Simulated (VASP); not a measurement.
Band structure of CoTe (relaxed from the CsCl type structure, space group Pm-3m). Level of theory: PBEsol GGA, VASP's PBE PAW potentials (set 64) (plane waves; VASP).

Unless said otherwise, spin-orbit coupling is left out, though it shifts the bands of the heavy elements here.

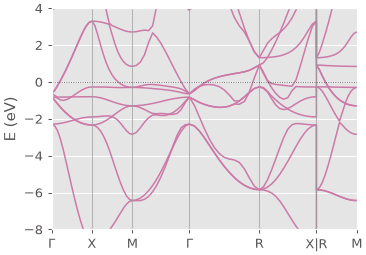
Fig. 1. Bands along high-symmetry lines, zero at the valence-band maximum or, without a gap, the Fermi level

Task: Read the plot: is there a gap, and where are the band edges?

Result: It has no gap at this level: it comes out as a metal or semimetal. (Edges off the drawn lines would not show.)

The structure was generated: CoTe was put into the CsCl type type (Pm-3m), which need not be its known phase. It was relaxed first, which changed the volume by -20 %. The run is not spin-polarised, so no magnetic state was tried. The electron count is odd and the run is not spin-polarised, which forces a metal.
